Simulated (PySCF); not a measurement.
# Run report: C$_{5}$H$_{7}$ClF, EPR calculation

System: C$_{5}$H$_{7}$ClF, multiplicity 2.
Method: UKS B3LYP, pcH-1 on C Cl F H, non-relativistic, mean-field spin-orbit, GIAO (PySCF 2.14.0).

It belongs to a series of runs on one base structure; here: H removed from sp3 C.

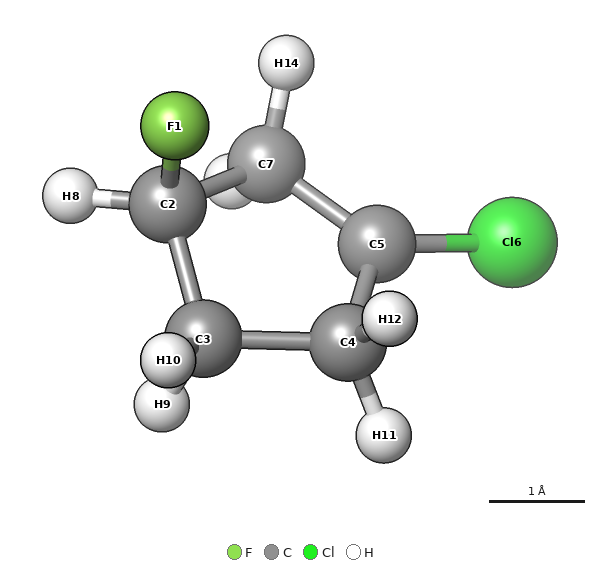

The input geometry (ball-and-stick view, seen at a tilt; atoms are numbered from 1 in the order of the input).

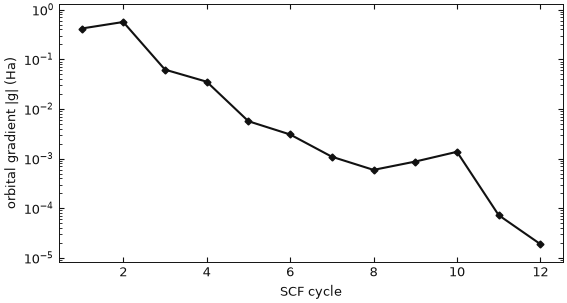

Convergence of the self-consistent field: orbital gradient |g| against the SCF cycle. All cycles printed in the log are drawn one after another.

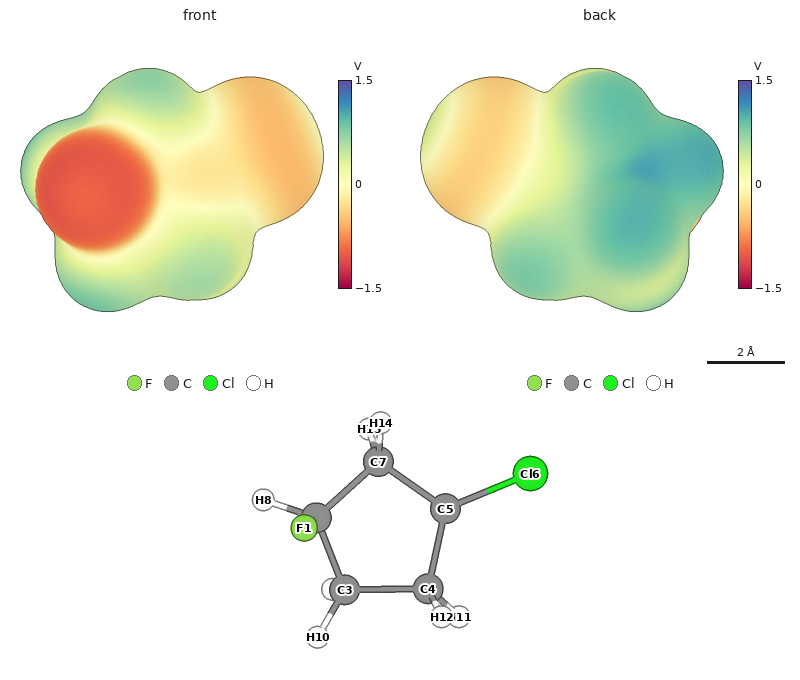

The electrostatic potential painted on the density surface at 0.002 e/bohr³, seen face on and from behind; the colour scale runs from red (negative) to blue (positive). The bare structure is drawn below in the same view.

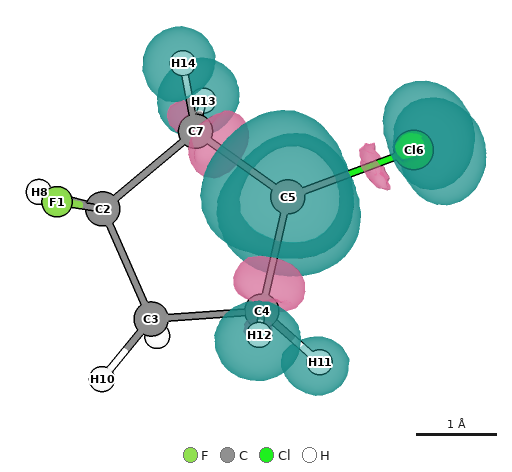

Isosurfaces of the spin density at +0.02 (teal) and −0.02 e/Å³ (pink), seen face on. The unpaired spin (1 electron) lies mostly on C5 (about 0.6) and Cl6 (about 0.1), in electrons by Hirshfeld's partition.

These pictures come from the run below.

**Input**
```
{"job": {"kind": "epr", "basis": "pcH-1"}, "charge": 0, "multiplicity": 2}
F     -1.303807    -0.877127     1.446288
C     -1.119021    -0.452134     0.144593
C      0.112124    -1.141746    -0.447357
C      1.299349    -0.275858    -0.005447
C      0.689865     1.067862     0.173679
Cl     1.581804     2.508789     0.095773
C     -0.796484     1.044281     0.136653
H     -2.048342    -0.701037    -0.378010
H      0.024533    -1.141932    -1.533225
H      0.185087    -2.169563    -0.096770
H      2.114527    -0.275127    -0.732950
H      1.711287    -0.650506     0.940648
H     -1.201572     1.521040    -0.764850
H     -1.250026     1.542586     0.998811
```

The first line tells a small driver script what to run in PySCF; the rest is the geometry in Å.

Launched with:
```bash
OMP_NUM_THREADS=1 python <driver script> task.json out
```

**The program's output**
```
UKS, coarse grid
  cycle   1  E = -754.69838315  |g| = 4.17e-01
  cycle   2  E = -754.65912400  |g| = 5.65e-01
  cycle   3  E = -754.75841734  |g| = 6.20e-02
  cycle   4  E = -754.75930043  |g| = 3.54e-02
  cycle   5  E = -754.75982158  |g| = 5.66e-03
  cycle   6  E = -754.75983849  |g| = 3.06e-03
  cycle   7  E = -754.75984190  |g| = 1.09e-03
  cycle   8  E = -754.75984345  |g| = 5.92e-04
UKS, final grid
  cycle   1  E = -754.75992206  |g| = 8.71e-04
  cycle   2  E = -754.75992150  |g| = 1.37e-03
  cycle   3  E = -754.75992244  |g| = 7.24e-05
  cycle   4  E = -754.75992244  |g| = 1.89e-05
E = -754.75992244 Eh   <S^2> = 0.7544 (exact 0.7500)
g shifts (ppm)      1          2          3
  rmc          -166       -166       -166
  gc             -2         31         29
  oz_so        -562       4280       5779
  total        -730       4146       5641
hyperfine (MHz)  atom isotope    a_iso     a_fc   dipolar eigenvalues
    0   19F      -2.07      -2.07     -4.23     -2.40      6.63
    1   13C      -0.42      -0.42     -1.02     -0.77      1.79
    2   13C       7.67       7.67     -1.39     -0.93      2.32
    3   13C     -31.45     -31.48     -1.99      0.10      1.89
    4   13C     119.32     118.86    -82.23    -81.40    163.63
    5  35Cl       5.43       5.59    -27.01    -16.20     43.21
    6   13C     -30.01     -30.04     -1.79     -0.22      2.01
    7    1H      -2.35      -2.35     -1.76     -1.50      3.26
    8    1H      -2.41      -2.41     -2.76     -2.27      5.04
    9    1H      -0.26      -0.26     -1.93     -1.54      3.48
   10    1H      64.91      64.89     -4.32     -3.43      7.76
   11    1H     128.30     128.30     -5.16     -4.07      9.23
   12    1H     115.08     115.07     -4.36     -3.63      7.99
   13    1H      89.76      89.75     -4.70     -4.14      8.84
```

**Summary**

| quantity | value |
| --- | --- |
| outcome | converged |
| total energy | −754.759922 hartree |
| ⟨S²⟩ | 0.754 |
| isotropic g | 2.0053 |
| hardware | 1 CPU thread, shared host |
| wall time | 52 s |
| peak memory | 0.96 GiB |
